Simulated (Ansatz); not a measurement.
**CH₆BNSSi: small, medium and large basis sets**

How large a basis does CH₆BNSSi need? Two functionals are run in growing sets.

Method: one geometry, several basis sets; program: Ansatz 0.2.0, Gaussian basis.

Levels to be run: PBE0-D4/def2-SVP; ωB97M-V/def2-SVP; PBE0-D4/def2-QZVPP; ωB97M-V/def2-QZVPP; the functionals' def2-TZVPP values are taken from earlier runs.

### 1 The relaxed structure

The geometry comes from an earlier relaxation with PBE0-D4 in a triple-zeta def2 set; it is a stationary point, not always the lowest conformer.

11 atoms, charge 0, spin multiplicity 1.

Atoms are counted from 1 here; the program's logs count them from 0.

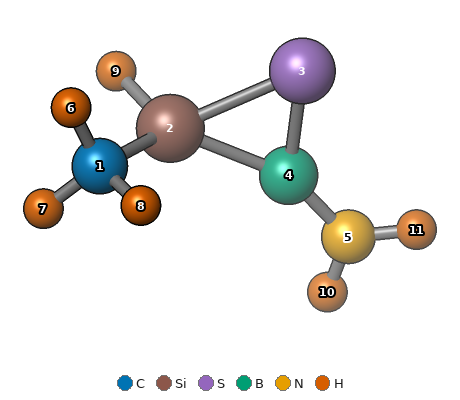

The geometry (carbon blue, silicon brown, sulfur purple, boron teal, nitrogen amber, hydrogen orange); atoms are numbered from 1 in the order of the file.

### 2 PBE0-D4 in def2-SVP

in.yaml reads:

```yaml
crystal:
  periodic: [false, false, false]
  atoms:
    - {symbol: C, position_ang: [-1.890683, 0.076490, 0.814639]}
    - {symbol: Si, position_ang: [-0.047252, 0.364629, 0.823038]}
    - {symbol: S, position_ang: [1.204177, -1.404067, 0.822123]}
    - {symbol: B, position_ang: [1.189318, -0.211495, -0.540096]}
    - {symbol: N, position_ang: [1.852111, -0.125841, -1.751087]}
    - {symbol: H, position_ang: [-2.235815, -0.254801, 1.796811]}
    - {symbol: H, position_ang: [-2.416301, 1.002849, 0.566304]}
    - {symbol: H, position_ang: [-2.155656, -0.682112, 0.076630]}
    - {symbol: H, position_ang: [0.332844, 1.353298, 1.865893]}
    - {symbol: H, position_ang: [1.712061, 0.635272, -2.391375]}
    - {symbol: H, position_ang: [2.520596, -0.811223, -2.062079]}
basis:
  gaussian: {orbitals: def2-SVP}
hamiltonian: {xc: pbe0, dispersion: d4}
output: {orbitals: {seedname: orbitals}}
```

Started as:

```console
$ ansatz run in.yaml --threads 4 --pin off --events-out ev --progress --plain --max-ram 10444MiB
```

Further steps of the session: ωB97M-V in def2-SVP; PBE0-D4 in def2-QZVPP; ωB97M-V in def2-QZVPP.

**Question.** What will the summary of the whole plan be? Wanted: PBE0-D4: double and triple zeta above quadruple; ωB97M-V: double and triple zeta above quadruple.

**Answer**, as computed:

| quantity | value |
| --- | --- |
| PBE0-D4: double and triple zeta above quadruple | 10.97, 0.78 eV |
| ωB97M-V: double and triple zeta above quadruple | 11.07, 0.73 eV |

**Reading.** For PBE0-D4 the step from double to triple zeta gains 10.19 eV and the next only 0.78 eV. Total energies overstate the basis error of differences, where much of it tends to cancel. The LUMO of ωB97M-V is positive and keeps falling with the basis (2.17 to 1.43 eV): an unbound level that the basis holds in place.
